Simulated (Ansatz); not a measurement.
**Nudged elastic band, with input and output: CH10GeOSi2 (part 2 of 2)**

CH10GeOSi2, SMILES O[SiH2][SiH2][CH2][GeH3]; RHF/def2-SVP (Ansatz 0.2.0). It belongs to a series of runs on one base structure; here: band between the two ends.

Geometry of the input (Å):
```
O  -2.7025  -0.7987  0.6265
Si -1.9188  -0.6254  -0.8297
Si 0.3935  -1.0949  -0.5778
C  1.1825  -0.0555  0.7961
Ge 1.4706  1.8606  0.4442
H  -2.7994  -1.6549  1.0116
H  -2.1472  0.7683  -1.2625
H  -2.5004  -1.5374  -1.8501
H  1.0909  -0.8676  -1.8724
H  0.5366  -2.5401  -0.2466
H  0.5620  -0.1421  1.6932
H  2.1555  -0.4890  1.0452
H  0.1419  2.5557  0.1102
H  2.0828  2.5304  1.6837
H  2.4300  2.0399  -0.7427
```

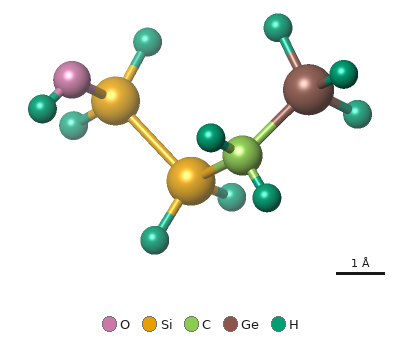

Figure 1. The input geometry (ball-and-stick view, seen at a tilt). Sticks mark near contacts.

### The last band as extended XYZ, continued
```
15
Properties=species:S:1:pos:R:3:forces:R:3 image=1 energy=-75410.44297
O    -2.6949   -0.6285    0.5222   -0.0023  -0.0101  -0.0081
Si   -1.8737   -0.5814   -0.9232    0.0013  -0.0081   0.0009
Si    0.4140   -1.1161   -0.5860    0.0043   0.0067   0.0006
C     1.1680   -0.1092    0.8306   -0.0010   0.0019   0.0001
Ge    1.4485    1.8182    0.5399   -0.0027   0.0000  -0.0019
H    -2.8976   -1.4614    0.9171   -0.0010   0.0050   0.0080
H    -2.0379    0.7858   -1.4587    0.0018   0.0021   0.0052
H    -2.4701   -1.5414   -1.8898   -0.0017   0.0023  -0.0043
H     1.1678   -0.8915   -1.8490    0.0003   0.0004  -0.0006
H     0.5129   -2.5671   -0.2645   -0.0053   0.0006  -0.0003
H     0.5259   -0.2230    1.7092    0.0015   0.0009   0.0008
H     2.1370   -0.5450    1.0910    0.0005  -0.0007   0.0004
H     0.1165    2.5151    0.2249   -0.0002   0.0008  -0.0021
H     2.0515    2.4518    1.8026    0.0021  -0.0003  -0.0013
H     2.4101    2.0433   -0.6371    0.0024  -0.0014   0.0026
15
Properties=species:S:1:pos:R:3:forces:R:3 image=2 energy=-75410.43991
O    -2.6589   -0.5861    0.4883    0.0080   0.0108   0.0032
Si   -1.8385   -0.5530   -0.9582    0.0039   0.0011   0.0006
Si    0.4345   -1.1174   -0.5908   -0.0025  -0.0014  -0.0014
C     1.1703   -0.1448    0.8583   -0.0024   0.0006   0.0004
Ge    1.4698    1.7852    0.6094   -0.0002  -0.0006   0.0000
H    -3.1974   -1.3272    0.7124   -0.0076  -0.0075  -0.0009
H    -1.9669    0.8066   -1.5284   -0.0053  -0.0007   0.0022
H    -2.4593   -1.5152   -1.9077    0.0020  -0.0018  -0.0035
H     1.2139   -0.8739   -1.8351   -0.0009   0.0002   0.0009
H     0.5097   -2.5755   -0.2994    0.0033   0.0001   0.0002
H     0.5109   -0.2721    1.7220    0.0002   0.0003  -0.0009
H     2.1313   -0.5931    1.1270   -0.0002  -0.0001  -0.0002
H     0.1509    2.4970    0.2721    0.0002   0.0003  -0.0013
H     2.0446    2.3938    1.8974    0.0002  -0.0002  -0.0003
H     2.4631    2.0251   -0.5381    0.0014  -0.0011   0.0009
15
Properties=species:S:1:pos:R:3:forces:R:3 image=3 energy=-75410.49098
O    -2.5159   -0.7109    0.4892   -0.0143   0.0020  -0.0306
Si   -1.7859   -0.6121   -1.0022    0.0246  -0.0128   0.0097
Si    0.4868   -1.1438   -0.6284   -0.0032   0.0156  -0.0012
C     1.1729   -0.2134    0.8713    0.0004   0.0005  -0.0077
Ge    1.4327    1.7306    0.7034   -0.0094  -0.0044  -0.0033
H    -3.4482   -0.5814    0.5631   -0.0057   0.0114   0.0178
H    -1.9589    0.7456   -1.5818   -0.0072  -0.0022   0.0066
H    -2.4135   -1.5628   -1.9580   -0.0012   0.0018   0.0074
H     1.2689   -0.8207   -1.8523    0.0053  -0.0021   0.0045
H     0.5895   -2.6100   -0.4057    0.0088  -0.0007  -0.0023
H     0.4991   -0.3916    1.7143    0.0005  -0.0013  -0.0020
H     2.1390   -0.6506    1.1404   -0.0013  -0.0011   0.0006
H     0.1091    2.4237    0.3442   -0.0043   0.0003  -0.0015
H     1.9450    2.3089    2.0312    0.0026  -0.0051  -0.0007
H     2.4572    2.0378   -0.3998    0.0043  -0.0018   0.0027
15
Properties=species:S:1:pos:R:3:forces:R:3 image=4 energy=-75410.49076
O    -2.3978   -0.3717    0.4405    0.0026  -0.0026  -0.0018
Si   -1.7377   -0.5959   -1.0695   -0.0082  -0.0150   0.0035
Si    0.5266   -1.1721   -0.6876    0.0083   0.0176   0.0086
C     1.1601   -0.3056    0.8708   -0.0060  -0.0016  -0.0106
Ge    1.3281    1.6542    0.8154    0.0045  -0.0039   0.0066
H    -3.2918   -0.0809    0.5287    0.0004  -0.0035  -0.0044
H    -1.8726    0.6422   -1.8815    0.0047   0.0002   0.0061
H    -2.4599   -1.6655   -1.8070   -0.0029   0.0050  -0.0007
H     1.3370   -0.7897   -1.8750    0.0024  -0.0006  -0.0009
H     0.6380   -2.6463   -0.5309   -0.0087  -0.0006  -0.0014
H     0.4785   -0.5570    1.6883    0.0000   0.0022   0.0010
H     2.1397   -0.7154    1.1332    0.0007   0.0000   0.0005
H    -0.0056    2.3020    0.4126    0.0028   0.0008  -0.0034
H     1.7368    2.1836    2.1984   -0.0018   0.0024  -0.0012
H     2.3984    2.0675   -0.2072    0.0011  -0.0003  -0.0017
15
Properties=species:S:1:pos:R:3:forces:R:3 image=5 energy=-75410.47690
O    -2.3282   -0.0472    0.2975   -0.0056  -0.0045  -0.0045
Si   -1.7289   -0.6246   -1.1422    0.0018  -0.0159   0.0095
Si    0.5507   -1.1409   -0.7367    0.0088   0.0187   0.0073
C     1.1220   -0.3627    0.8905   -0.0059  -0.0042  -0.0088
Ge    1.2959    1.5968    0.9603    0.0005  -0.0075  -0.0097
H    -3.2048    0.3022    0.3347    0.0004  -0.0060   0.0114
H    -1.8940    0.3918   -2.2144    0.0046   0.0121   0.0065
H    -2.4876   -1.8257   -1.5789   -0.0036   0.0050  -0.0102
H     1.3735   -0.6521   -1.8754    0.0044  -0.0041   0.0014
H     0.7130   -2.6178   -0.6791   -0.0077  -0.0016   0.0006
H     0.4166   -0.6603    1.6713    0.0017   0.0029   0.0010
H     2.0941   -0.7868    1.1591    0.0005   0.0007   0.0005
H    -0.0388    2.2816    0.6370    0.0011   0.0017  -0.0065
H     1.7496    2.0248    2.3647   -0.0085   0.0051  -0.0025
H     2.3449    2.0701   -0.0593    0.0075  -0.0023   0.0040
15
Properties=species:S:1:pos:R:3:forces:R:3 image=6 energy=-75410.45948
O    -2.2848    0.2648    0.0667    0.0032  -0.0226  -0.0086
Si   -1.7283   -0.6502   -1.2055   -0.0138   0.0357   0.0074
Si    0.5649   -1.0837   -0.7725   -0.0093  -0.0153  -0.0114
C     1.0836   -0.4118    0.9174    0.0164   0.0071   0.0126
Ge    1.2879    1.5385    1.1066   -0.0105   0.0000  -0.0078
H    -3.1725    0.5871    0.0659    0.0045  -0.0042  -0.0011
H    -1.9222    0.0732   -2.4901   -0.0052   0.0008   0.0080
H    -2.5064   -1.9126   -1.3114    0.0082  -0.0007  -0.0016
H     1.3950   -0.4802   -1.8487   -0.0043  -0.0002  -0.0038
H     0.7786   -2.5546   -0.8286    0.0085  -0.0006   0.0049
H     0.3615   -0.7476    1.6665   -0.0071  -0.0001   0.0004
H     2.0462   -0.8600    1.1819   -0.0016  -0.0017   0.0023
H    -0.0403    2.2679    0.8791    0.0011   0.0030  -0.0034
H     1.8025    1.8626    2.5185   -0.0057   0.0005  -0.0017
H     2.3122    2.0560    0.0832    0.0157  -0.0019   0.0038
15
Properties=species:S:1:pos:R:3:forces:R:3 image=7 energy=-75410.45365
O    -2.2158    0.5423   -0.2156   -0.0213  -0.0051  -0.0276
Si   -1.7037   -0.6342   -1.2719    0.0239   0.0109   0.0051
Si    0.5773   -1.0621   -0.7816   -0.0023  -0.0028   0.0072
C     1.0587   -0.4667    0.9494   -0.0104  -0.0113   0.0003
Ge    1.2422    1.4744    1.2468    0.0035  -0.0052   0.0001
H    -3.0964    0.8771   -0.2818    0.0057   0.0121   0.0199
H    -1.8869   -0.1867   -2.6772   -0.0054  -0.0035  -0.0084
H    -2.5239   -1.8632   -1.1097   -0.0019  -0.0086   0.0057
H     1.4350   -0.4097   -1.8061   -0.0062   0.0025  -0.0013
H     0.7968   -2.5292   -0.8969    0.0073   0.0015   0.0003
H     0.3366   -0.8527    1.6748    0.0060   0.0052  -0.0043
H     2.0239   -0.9174    1.1995    0.0028   0.0001  -0.0014
H    -0.1172    2.1767    1.2555   -0.0016   0.0054  -0.0026
H     1.9330    1.7094    2.6005    0.0020  -0.0005   0.0017
H     2.1182    2.0914    0.1432   -0.0022  -0.0006   0.0054
15
Properties=species:S:1:pos:R:3:forces:R:3 image=8 energy=-75410.46785
O    -2.0610    0.7970   -0.5002   -0.0046   0.0139  -0.0048
Si   -1.6520   -0.5768   -1.3401    0.0116  -0.0076  -0.0007
Si    0.5944   -1.0752   -0.7802    0.0036   0.0023   0.0036
C     1.0362   -0.5327    0.9782   -0.0059  -0.0095  -0.0012
Ge    1.1476    1.4013    1.3609   -0.0004  -0.0032  -0.0016
H    -2.9356    1.1485   -0.5565    0.0076   0.0103  -0.0046
H    -1.8162   -0.3673   -2.8017   -0.0050  -0.0083  -0.0117
H    -2.5591   -1.6954   -0.9693   -0.0001  -0.0002   0.0130
H     1.5029   -0.4201   -1.7575   -0.0048   0.0032  -0.0008
H     0.7813   -2.5449   -0.9225    0.0018   0.0008  -0.0023
H     0.3269   -0.9767    1.6825    0.0040  -0.0002   0.0011
H     2.0155   -0.9596    1.2149    0.0024   0.0006  -0.0007
H    -0.2317    2.0019    1.6381   -0.0052  -0.0026   0.0083
H     2.0325    1.6070    2.6023    0.0063   0.0002  -0.0006
H     1.7962    2.1422    0.1801   -0.0115   0.0002   0.0030
15
Properties=species:S:1:pos:R:3:forces:R:3 image=9 energy=-75410.49035
O    -1.8483    1.0264   -0.7866    0.0012   0.0058  -0.0056
Si   -1.6035   -0.5098   -1.3723    0.0027  -0.0014  -0.0008
Si    0.6135   -1.0883   -0.7905    0.0007  -0.0009   0.0008
C     1.0316   -0.6054    0.9902   -0.0003  -0.0016  -0.0002
Ge    1.0311    1.3140    1.4609   -0.0039  -0.0007   0.0030
H    -2.6986    1.4331   -0.8417    0.0059   0.0070  -0.0047
H    -1.8158   -0.5562   -2.8421   -0.0031  -0.0060   0.0001
H    -2.5862   -1.4517   -0.7721    0.0005   0.0035   0.0078
H     1.5514   -0.4196   -1.7297   -0.0020   0.0006  -0.0010
H     0.7711   -2.5568   -0.9745    0.0017  -0.0004  -0.0007
H     0.3500   -1.1198    1.6738    0.0029  -0.0028   0.0003
H     2.0329   -0.9891    1.2072    0.0024   0.0010  -0.0019
H    -0.3654    1.7778    1.8839   -0.0024  -0.0051   0.0048
H     1.9943    1.5288    2.6417    0.0004  -0.0006  -0.0013
H     1.5200    2.1660    0.2808   -0.0069   0.0014  -0.0005
15
Properties=species:S:1:pos:R:3:forces:R:3 image=10 energy=-75410.49837
O    -1.5330    1.0866   -1.3411    0.0050  -0.0126   0.0009
Si   -1.5781   -0.5752   -1.3241    0.0021   0.0165   0.0011
Si    0.5557   -1.2612   -0.5771   -0.0003   0.0020  -0.0010
C     0.9891   -0.5405    1.1179    0.0001   0.0018  -0.0033
Ge    0.9814    1.4211    1.3431    0.0021   0.0014  -0.0024
H    -2.3124    1.5916   -1.5101   -0.0072  -0.0024  -0.0045
H    -1.8867   -1.1132   -2.6742    0.0004   0.0012   0.0005
H    -2.6583   -1.0522   -0.4189   -0.0005   0.0003   0.0001
H     1.5632   -0.8341   -1.5827   -0.0007   0.0012   0.0007
H     0.5831   -2.7479   -0.5186   -0.0006  -0.0023   0.0008
H     0.3118   -0.9608    1.8671   -0.0033  -0.0038   0.0024
H     1.9918   -0.8927    1.3779    0.0045  -0.0014   0.0028
H    -0.4497    1.9380    1.5258   -0.0008  -0.0003   0.0020
H     1.7894    1.7724    2.6043    0.0012   0.0003   0.0000
H     1.6307    2.1174    0.1396   -0.0018  -0.0019   0.0000
```

### Key numbers

- outcome: converged
- barrier, forward: 0.004 eV
- barrier, backward: 0.059 eV
- wall time: 6.5 min (CPU time 12 min)
- peak memory: 0.47 GiB

The order of the saddle point was not checked.
